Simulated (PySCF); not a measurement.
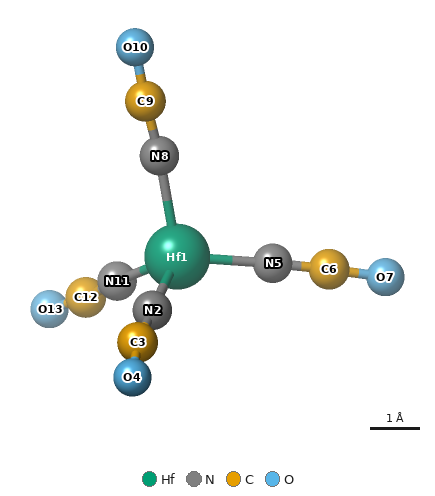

**Figure 1.** The structure as given in the input (ball-and-stick view, seen at a tilt; atoms are numbered from 1 in the order of the input). Sticks mark near contacts.

## Geometry relaxation of C4HfN4O4

System: C4HfN4O4 (Hf(NCO)4), SMILES O=C=[N][Hf]([N]=C=O)([N]=C=O)[N]=C=O.
Method: PBE0-D3(BJ)/def2-SVP geometry optimisation, gas phase (PySCF 2.14.0).

It belongs to a series of runs on one base structure; here: ligand (all four): Cl to NCO.

**Log**
```
step   0  E = -719.36579543  max force = 0.113840
step   1  E = -719.38504996  max force = 0.037319
step   2  E = -719.38942700  max force = 0.014991
step   3  E = -719.39046667  max force = 0.006092
step   4  E = -719.39056222  max force = 0.002126
step   5  E = -719.39059269  max force = 0.001078
step   6  E = -719.39060940  max force = 0.000864
step   7  E = -719.39060989  max force = 0.000825
step   8  E = -719.39062302  max force = 0.000466
step   9  E = -719.39063671  max force = 0.000542
step  10  E = -719.39064026  max force = 0.000529
step  11  E = -719.39063937  max force = 0.000488
step  12  E = -719.39063820  max force = 0.000458
step  13  E = -719.39063748  max force = 0.000440
step  14  E = -719.39063708  max force = 0.000438
step  15  E = -719.39063687  max force = 0.000439
step  16  E = -719.39063677  max force = 0.000437
step  17  E = -719.39063671  max force = 0.000437
step  18  E = -719.39063664  max force = 0.000434
step  19  E = -719.39063658  max force = 0.000431
step  20  E = -719.39063652  max force = 0.000436
step  21  E = -719.39063645  max force = 0.000438
step  22  E = -719.39063638  max force = 0.000435
step  23  E = -719.39063632  max force = 0.000432
step  24  E = -719.39063625  max force = 0.000435
step  25  E = -719.39063618  max force = 0.000434
step  26  E = -719.39063611  max force = 0.000434
step  27  E = -719.39063604  max force = 0.000432
step  28  E = -719.39063597  max force = 0.000429
step  29  E = -719.39063590  max force = 0.000433
step  30  E = -719.39063583  max force = 0.000431
optimisation converged
```

**Trajectory as extended XYZ (Å, eV, eV/Å), 16 of the 31 frames kept, from step=0 to step=30**
```
13
Properties=species:S:1:pos:R:3:forces:R:3 step=0 energy=-19574.94035
Hf    0.0635   -0.0779    0.0032   -1.8562   2.0021  -0.4265
N    -0.0145   -0.0146    2.0485   -0.3547  -0.1673  -4.1763
C    -0.0592   -0.0146    3.2237    1.4904   0.0711   5.2116
O     0.1005   -0.0069    4.3959   -0.9391  -0.0283  -1.4970
N     1.9416   -0.0227   -0.7252   -2.2143  -0.0688   0.8546
C     3.0709    0.0194   -1.0814    5.1710  -0.3040  -1.6722
O     4.2075    0.0058   -1.4438   -2.6835   0.2232   0.8464
N    -0.9217    1.7011   -0.7155    1.5014  -2.8121   1.4092
C    -1.5357    2.6783   -1.0381    0.7064  -0.8850  -0.2614
O    -2.0822    3.6008   -1.4504   -1.1438   1.7624  -0.4024
N    -1.0036   -1.6942   -0.6655    2.8138   3.7289   1.7214
C    -1.5378   -2.6560   -1.0543   -4.6995  -5.8539  -2.8570
O    -2.1987   -3.5707   -1.4748    2.2082   2.3315   1.2496
13
Properties=species:S:1:pos:R:3:forces:R:3 step=2 energy=-19575.58340
Hf    0.0170   -0.0204   -0.0122   -0.2692   0.6605  -0.3624
N     0.0154    0.0082    2.0206    0.0428  -0.0531   0.3236
C     0.0042   -0.0038    3.2369   -0.0207   0.0175  -0.5827
O    -0.0110   -0.0133    4.3992    0.0175  -0.0009   0.0673
N     1.9264   -0.0401   -0.7315    0.0332  -0.0491   0.0898
C     3.0829   -0.0372   -1.1023   -0.7394  -0.0021   0.2037
O     4.1852   -0.0341   -1.4617    0.4015  -0.0012  -0.1283
N    -0.9168    1.6895   -0.7101    0.0987  -0.3160   0.1953
C    -1.5236    2.6851   -1.0503    0.2028  -0.2896   0.0850
O    -2.1019    3.6423   -1.3804    0.0637  -0.1103   0.0402
N    -1.0111   -1.6496   -0.6658   -0.0187  -0.2379  -0.0668
C    -1.5565   -2.6592   -1.0682    0.3963   0.7709   0.2964
O    -2.0795   -3.6194   -1.4522   -0.2085  -0.3886  -0.1614
13
Properties=species:S:1:pos:R:3:forces:R:3 step=4 energy=-19575.61429
Hf   -0.0033    0.0019   -0.0147    0.0603  -0.1093  -0.0035
N     0.0124    0.0159    2.0148   -0.0011  -0.0202  -0.0724
C     0.0150    0.0026    3.2250    0.0135   0.0147   0.0230
O     0.0192   -0.0078    4.3886   -0.0026  -0.0042   0.0118
N     1.9009   -0.0336   -0.7177   -0.0508  -0.0026   0.0691
C     3.0525   -0.0443   -1.0904    0.0013  -0.0063  -0.0302
O     4.1583   -0.0556   -1.4529   -0.0034   0.0032   0.0030
N    -0.9226    1.6726   -0.6886   -0.0509   0.0138   0.0298
C    -1.5218    2.6665   -1.0315   -0.0230   0.0870  -0.0546
O    -2.0944    3.6232   -1.3649    0.0066  -0.0173   0.0120
N    -1.0034   -1.6375   -0.6758    0.0680   0.0426   0.0327
C    -1.5344   -2.6448   -1.0866   -0.0264  -0.0073  -0.0214
O    -2.0476   -3.6113   -1.4831    0.0087   0.0058   0.0008
13
Properties=species:S:1:pos:R:3:forces:R:3 step=6 energy=-19575.61557
Hf   -0.0170    0.0050   -0.0048   -0.0183   0.0368  -0.0116
N     0.0139    0.0037    2.0223   -0.0090  -0.0148   0.0248
C     0.0320   -0.0065    3.2330   -0.0058   0.0069  -0.0068
O     0.0484   -0.0148    4.3965    0.0064  -0.0030  -0.0052
N     1.8851   -0.0319   -0.6968    0.0445   0.0113   0.0073
C     3.0321   -0.0485   -1.0838    0.0031   0.0015  -0.0200
O     4.1336   -0.0646   -1.4583   -0.0055   0.0004   0.0032
N    -0.9500    1.6800   -0.6699   -0.0348   0.0112   0.0154
C    -1.5370    2.6781   -1.0248    0.0394  -0.0378   0.0073
O    -2.0993    3.6379   -1.3666   -0.0065   0.0116  -0.0078
N    -0.9881   -1.6399   -0.6820   -0.0162  -0.0355   0.0039
C    -1.5108   -2.6434   -1.1133    0.0083   0.0101  -0.0081
O    -2.0124   -3.6073   -1.5294   -0.0055   0.0013  -0.0024
13
Properties=species:S:1:pos:R:3:forces:R:3 step=8 energy=-19575.61594
Hf   -0.0246    0.0026    0.0096    0.0096   0.0185  -0.0198
N     0.0098   -0.0132    2.0369   -0.0193  -0.0048   0.0110
C     0.0382   -0.0214    3.2473    0.0059  -0.0003   0.0011
O     0.0664   -0.0287    4.4106   -0.0014  -0.0017  -0.0043
N     1.8799   -0.0204   -0.6797    0.0093   0.0166   0.0022
C     3.0205   -0.0330   -1.0850   -0.0009   0.0003  -0.0075
O     4.1165   -0.0454   -1.4755   -0.0010   0.0007   0.0017
N    -0.9673    1.6756   -0.6487   -0.0083  -0.0146   0.0240
C    -1.5381    2.6761   -1.0219    0.0212  -0.0153  -0.0080
O    -2.0853    3.6378   -1.3824   -0.0023   0.0054  -0.0034
N    -0.9801   -1.6457   -0.6833   -0.0094  -0.0098   0.0131
C    -1.5017   -2.6405   -1.1350   -0.0039   0.0020  -0.0107
O    -2.0034   -3.5958   -1.5707    0.0005   0.0029   0.0007
13
Properties=species:S:1:pos:R:3:forces:R:3 step=10 energy=-19575.61641
Hf   -0.0228   -0.0031    0.0214    0.0105  -0.0091  -0.0089
N     0.0047   -0.0240    2.0496   -0.0110   0.0022  -0.0048
C     0.0352   -0.0329    3.2598    0.0074  -0.0028  -0.0040
O     0.0655   -0.0417    4.4230   -0.0038  -0.0004   0.0044
N     1.8812   -0.0095   -0.6721   -0.0031   0.0042   0.0064
C     3.0175   -0.0132   -1.0894   -0.0029  -0.0013  -0.0021
O     4.1095   -0.0169   -1.4910    0.0022   0.0002   0.0013
N    -0.9666    1.6657   -0.6397   -0.0099  -0.0057   0.0272
C    -1.5245    2.6654   -1.0332    0.0025   0.0149  -0.0264
O    -2.0592    3.6262   -1.4145    0.0043  -0.0074   0.0036
N    -0.9813   -1.6490   -0.6753    0.0076  -0.0006   0.0105
C    -1.5098   -2.6358   -1.1362   -0.0051   0.0080  -0.0057
O    -2.0188   -3.5833   -1.5803    0.0011  -0.0022  -0.0015
13
Properties=species:S:1:pos:R:3:forces:R:3 step=12 energy=-19575.61635
Hf   -0.0233   -0.0040    0.0263    0.0059  -0.0043  -0.0102
N     0.0031   -0.0269    2.0544   -0.0076   0.0039  -0.0018
C     0.0356   -0.0375    3.2646    0.0043  -0.0033   0.0010
O     0.0674   -0.0480    4.4278   -0.0029   0.0001  -0.0001
N     1.8802   -0.0063   -0.6681   -0.0012   0.0011   0.0051
C     3.0152   -0.0078   -1.0891    0.0011  -0.0010  -0.0020
O     4.1060   -0.0094   -1.4940   -0.0002  -0.0002   0.0024
N    -0.9678    1.6637   -0.6362   -0.0123   0.0029   0.0235
C    -1.5203    2.6625   -1.0397    0.0084   0.0005  -0.0194
O    -2.0501    3.6222   -1.4304    0.0011  -0.0010   0.0003
N    -0.9814   -1.6492   -0.6719    0.0065  -0.0027   0.0075
C    -1.5117   -2.6332   -1.1368   -0.0046   0.0035  -0.0061
O    -2.0222   -3.5781   -1.5846    0.0014   0.0005  -0.0003
13
Properties=species:S:1:pos:R:3:forces:R:3 step=14 energy=-19575.61632
Hf   -0.0236   -0.0040    0.0274    0.0049  -0.0026  -0.0106
N     0.0028   -0.0273    2.0556   -0.0070   0.0041   0.0001
C     0.0360   -0.0387    3.2657    0.0034  -0.0032  -0.0002
O     0.0683   -0.0499    4.4289   -0.0026   0.0002   0.0002
N     1.8798   -0.0057   -0.6671    0.0004   0.0007   0.0044
C     3.0146   -0.0069   -1.0886   -0.0005  -0.0008  -0.0012
O     4.1052   -0.0082   -1.4940    0.0006  -0.0003   0.0021
N    -0.9683    1.6636   -0.6354   -0.0121   0.0039   0.0225
C    -1.5196    2.6619   -1.0416    0.0096  -0.0026  -0.0174
O    -2.0483    3.6211   -1.4348    0.0004   0.0004  -0.0006
N    -0.9814   -1.6490   -0.6711    0.0053  -0.0041   0.0065
C    -1.5120   -2.6324   -1.1370   -0.0033   0.0044  -0.0052
O    -2.0228   -3.5768   -1.5857    0.0008  -0.0001  -0.0006
13
Properties=species:S:1:pos:R:3:forces:R:3 step=16 energy=-19575.61632
Hf   -0.0237   -0.0039    0.0277    0.0047  -0.0023  -0.0105
N     0.0027   -0.0274    2.0558   -0.0069   0.0041   0.0004
C     0.0361   -0.0389    3.2660    0.0033  -0.0031  -0.0004
O     0.0685   -0.0504    4.4292   -0.0025   0.0002   0.0002
N     1.8797   -0.0055   -0.6669    0.0005   0.0007   0.0044
C     3.0144   -0.0067   -1.0885   -0.0006  -0.0008  -0.0011
O     4.1050   -0.0080   -1.4940    0.0008  -0.0004   0.0021
N    -0.9684    1.6636   -0.6351   -0.0119   0.0038   0.0225
C    -1.5195    2.6618   -1.0421    0.0093  -0.0024  -0.0172
O    -2.0479    3.6209   -1.4360    0.0005   0.0002  -0.0006
N    -0.9814   -1.6490   -0.6709    0.0052  -0.0041   0.0064
C    -1.5121   -2.6322   -1.1370   -0.0032   0.0043  -0.0052
O    -2.0229   -3.5764   -1.5859    0.0007  -0.0001  -0.0007
13
Properties=species:S:1:pos:R:3:forces:R:3 step=18 energy=-19575.61631
Hf   -0.0237   -0.0039    0.0278    0.0047  -0.0022  -0.0105
N     0.0027   -0.0274    2.0560   -0.0069   0.0041   0.0004
C     0.0361   -0.0391    3.2661    0.0032  -0.0031  -0.0003
O     0.0687   -0.0506    4.4293   -0.0025   0.0002   0.0000
N     1.8796   -0.0054   -0.6668    0.0006   0.0007   0.0043
C     3.0144   -0.0066   -1.0884   -0.0006  -0.0008  -0.0011
O     4.1049   -0.0078   -1.4940    0.0008  -0.0004   0.0020
N    -0.9684    1.6636   -0.6351   -0.0119   0.0038   0.0223
C    -1.5194    2.6617   -1.0423    0.0095  -0.0027  -0.0170
O    -2.0477    3.6208   -1.4365    0.0005   0.0004  -0.0007
N    -0.9814   -1.6490   -0.6708    0.0051  -0.0042   0.0063
C    -1.5122   -2.6321   -1.1371   -0.0031   0.0044  -0.0051
O    -2.0230   -3.5763   -1.5860    0.0006  -0.0002  -0.0007
13
Properties=species:S:1:pos:R:3:forces:R:3 step=20 energy=-19575.61631
Hf   -0.0237   -0.0039    0.0280    0.0046  -0.0021  -0.0105
N     0.0027   -0.0274    2.0561   -0.0068   0.0041   0.0004
C     0.0362   -0.0392    3.2662    0.0031  -0.0031  -0.0003
O     0.0688   -0.0508    4.4294   -0.0025   0.0002   0.0002
N     1.8796   -0.0054   -0.6667    0.0006   0.0007   0.0043
C     3.0143   -0.0065   -1.0884   -0.0004  -0.0008  -0.0012
O     4.1048   -0.0077   -1.4940    0.0007  -0.0004   0.0021
N    -0.9685    1.6636   -0.6350   -0.0116   0.0035   0.0224
C    -1.5193    2.6617   -1.0425    0.0091  -0.0021  -0.0172
O    -2.0476    3.6207   -1.4369    0.0007   0.0001  -0.0006
N    -0.9814   -1.6490   -0.6708    0.0051  -0.0041   0.0063
C    -1.5122   -2.6320   -1.1371   -0.0032   0.0041  -0.0052
O    -2.0230   -3.5761   -1.5861    0.0007   0.0000  -0.0006
13
Properties=species:S:1:pos:R:3:forces:R:3 step=22 energy=-19575.61631
Hf   -0.0238   -0.0039    0.0281    0.0046  -0.0020  -0.0105
N     0.0027   -0.0275    2.0562   -0.0068   0.0041   0.0002
C     0.0362   -0.0393    3.2663    0.0031  -0.0031   0.0000
O     0.0688   -0.0510    4.4295   -0.0025   0.0002   0.0000
N     1.8796   -0.0053   -0.6666    0.0005   0.0006   0.0043
C     3.0143   -0.0065   -1.0883   -0.0002  -0.0008  -0.0012
O     4.1048   -0.0076   -1.4940    0.0005  -0.0004   0.0021
N    -0.9685    1.6636   -0.6349   -0.0115   0.0035   0.0224
C    -1.5192    2.6616   -1.0427    0.0090  -0.0020  -0.0172
O    -2.0474    3.6205   -1.4374    0.0007   0.0000  -0.0006
N    -0.9814   -1.6489   -0.6707    0.0051  -0.0041   0.0063
C    -1.5122   -2.6319   -1.1371   -0.0032   0.0039  -0.0052
O    -2.0231   -3.5760   -1.5862    0.0007   0.0001  -0.0006
13
Properties=species:S:1:pos:R:3:forces:R:3 step=24 energy=-19575.61630
Hf   -0.0238   -0.0039    0.0282    0.0045  -0.0019  -0.0105
N     0.0026   -0.0275    2.0563   -0.0068   0.0041   0.0001
C     0.0362   -0.0394    3.2664    0.0030  -0.0031   0.0002
O     0.0689   -0.0512    4.4296   -0.0025   0.0002  -0.0001
N     1.8795   -0.0053   -0.6665    0.0005   0.0006   0.0043
C     3.0142   -0.0064   -1.0883    0.0001  -0.0008  -0.0013
O     4.1047   -0.0075   -1.4940    0.0004  -0.0004   0.0022
N    -0.9686    1.6636   -0.6348   -0.0114   0.0033   0.0224
C    -1.5192    2.6615   -1.0430    0.0088  -0.0018  -0.0172
O    -2.0472    3.6204   -1.4379    0.0008  -0.0001  -0.0006
N    -0.9814   -1.6489   -0.6706    0.0051  -0.0040   0.0063
C    -1.5123   -2.6318   -1.1371   -0.0033   0.0036  -0.0053
O    -2.0231   -3.5758   -1.5864    0.0008   0.0002  -0.0005
13
Properties=species:S:1:pos:R:3:forces:R:3 step=26 energy=-19575.61630
Hf   -0.0238   -0.0039    0.0283    0.0044  -0.0018  -0.0105
N     0.0026   -0.0275    2.0564   -0.0067   0.0041   0.0001
C     0.0363   -0.0395    3.2666    0.0030  -0.0031   0.0005
O     0.0691   -0.0514    4.4298   -0.0025   0.0002  -0.0002
N     1.8795   -0.0052   -0.6663    0.0004   0.0006   0.0043
C     3.0141   -0.0063   -1.0882    0.0003  -0.0008  -0.0014
O     4.1046   -0.0074   -1.4940    0.0003  -0.0004   0.0022
N    -0.9686    1.6636   -0.6347   -0.0112   0.0032   0.0223
C    -1.5191    2.6615   -1.0432    0.0087  -0.0017  -0.0172
O    -2.0470    3.6203   -1.4384    0.0008  -0.0002  -0.0006
N    -0.9814   -1.6489   -0.6705    0.0051  -0.0039   0.0063
C    -1.5123   -2.6317   -1.1371   -0.0034   0.0034  -0.0054
O    -2.0232   -3.5757   -1.5865    0.0008   0.0003  -0.0004
13
Properties=species:S:1:pos:R:3:forces:R:3 step=28 energy=-19575.61629
Hf   -0.0239   -0.0038    0.0284    0.0044  -0.0017  -0.0105
N     0.0026   -0.0276    2.0566   -0.0067   0.0041   0.0008
C     0.0363   -0.0396    3.2667    0.0029  -0.0031  -0.0009
O     0.0692   -0.0516    4.4299   -0.0024   0.0002   0.0004
N     1.8794   -0.0051   -0.6663    0.0010   0.0006   0.0041
C     3.0141   -0.0062   -1.0882   -0.0009  -0.0007  -0.0009
O     4.1045   -0.0073   -1.4940    0.0010  -0.0004   0.0020
N    -0.9687    1.6636   -0.6346   -0.0114   0.0036   0.0221
C    -1.5190    2.6614   -1.0434    0.0092  -0.0027  -0.0167
O    -2.0468    3.6202   -1.4389    0.0005   0.0003  -0.0008
N    -0.9814   -1.6489   -0.6704    0.0048  -0.0044   0.0060
C    -1.5123   -2.6317   -1.1372   -0.0028   0.0044  -0.0049
O    -2.0233   -3.5756   -1.5866    0.0005  -0.0002  -0.0007
13
Properties=species:S:1:pos:R:3:forces:R:3 step=30 energy=-19575.61629
Hf   -0.0239   -0.0038    0.0286    0.0043  -0.0017  -0.0105
N     0.0025   -0.0276    2.0567   -0.0066   0.0041   0.0003
C     0.0364   -0.0398    3.2668    0.0029  -0.0031   0.0002
O     0.0693   -0.0518    4.4300   -0.0025   0.0002  -0.0002
N     1.8794   -0.0051   -0.6661    0.0007   0.0006   0.0042
C     3.0140   -0.0061   -1.0881   -0.0002  -0.0007  -0.0011
O     4.1045   -0.0071   -1.4940    0.0006  -0.0004   0.0021
N    -0.9688    1.6636   -0.6345   -0.0111   0.0033   0.0222
C    -1.5190    2.6614   -1.0436    0.0087  -0.0019  -0.0170
O    -2.0466    3.6201   -1.4393    0.0008  -0.0001  -0.0006
N    -0.9814   -1.6489   -0.6704    0.0049  -0.0042   0.0061
C    -1.5124   -2.6316   -1.1372   -0.0030   0.0039  -0.0051
O    -2.0233   -3.5754   -1.5867    0.0006   0.0000  -0.0006
```

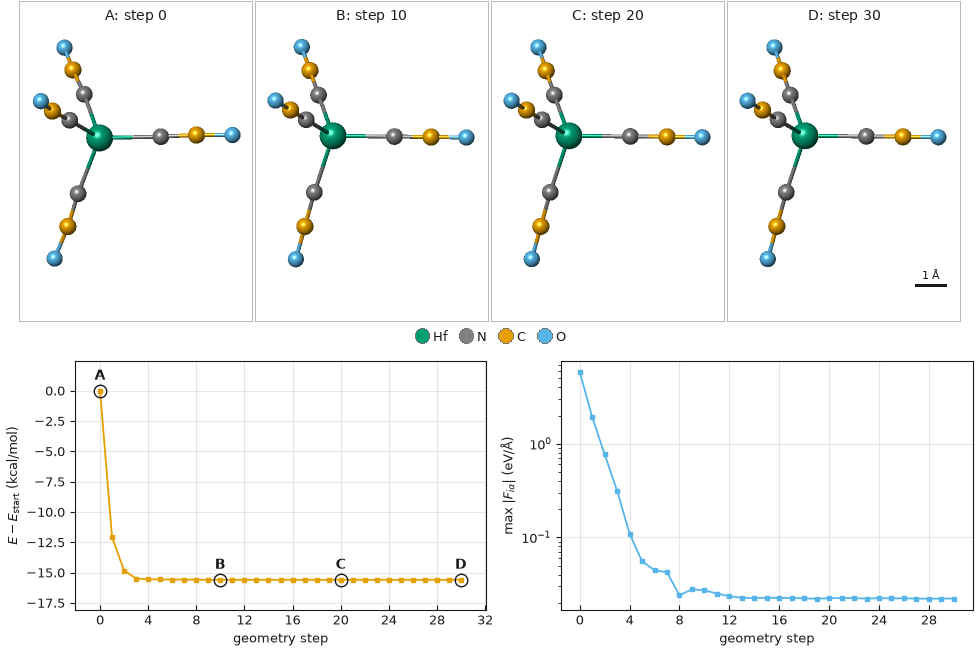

**Figure 2.** Frames of the relaxation (ball-and-stick view, seen at a tilt) above the curves, on which the letters mark them (steps are counted from 0).

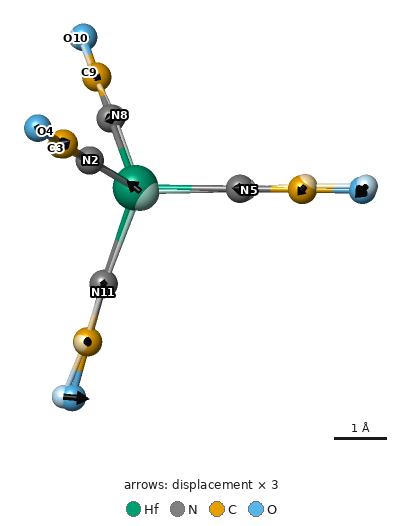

**Figure 3.** Start (faint) and end (solid) with the displacements as black arrows, magnified 3 times (ball-and-stick view, seen at a tilt). The two geometries are laid on each other by the best rigid fit. The largest move after the best rigid fit is that of O13, 0.17 Å. Largest moves by element: O 0.17 Å, Hf 0.12 Å, C 0.11 Å, N 0.09 Å. Distances before and after: Hf1–N8 2.157 → 2.028 Å, N11–C12 1.167 → 1.211 Å, C12–O13 1.204 → 1.164 Å, N2–C3 1.176 → 1.211 Å. Among the angles that change: N2–C3–O4 170.1° → 180.0°, N8–C9–O10 174.4° → 179.9°, N2–Hf1–N5 113.3° → 109.3°. The energy falls by 15.6 kcal/mol in 30 geometry steps. Largest force component: 5.9 eV/Å at the start, 0.022 eV/Å at the end. (Atoms are counted from 1 in the order of the input.)

The run was set up as follows.

**Input file**
```
{"job": {"xc": "PBE0", "basis": "def2-SVP", "d3": "d3bj", "grid": 1, "maxiter": 30, "shake": 0.03, "kind": "geom"}, "charge": 0, "multiplicity": 1}
Hf     0.063550    -0.077880     0.003150
N     -0.014510    -0.014560     2.048510
C     -0.059170    -0.014640     3.223730
O      0.100510    -0.006910     4.395900
N      1.941580    -0.022720    -0.725250
C      3.070920     0.019360    -1.081420
O      4.207460     0.005820    -1.443820
N     -0.921750     1.701130    -0.715500
C     -1.535680     2.678320    -1.038100
O     -2.082190     3.600840    -1.450380
N     -1.003560    -1.694220    -0.665550
C     -1.537780    -2.656000    -1.054320
O     -2.198750    -3.570650    -1.474750
```

The first line tells a small driver script what to run in PySCF; the rest is the geometry in Å.

Command:
```bash
OMP_NUM_THREADS=1 python <driver script> task.json out
```

**Results in brief**

- outcome: converged
- total energy: −719.390636 hartree
- dipole moment: 0.09 D
- point group: C1
- hardware: 1 CPU thread, shared host
- wall time: 9.8 min
- peak memory: 0.96 GiB

Checks after the run noted: forces and energy converged, displacements not (flat surface).
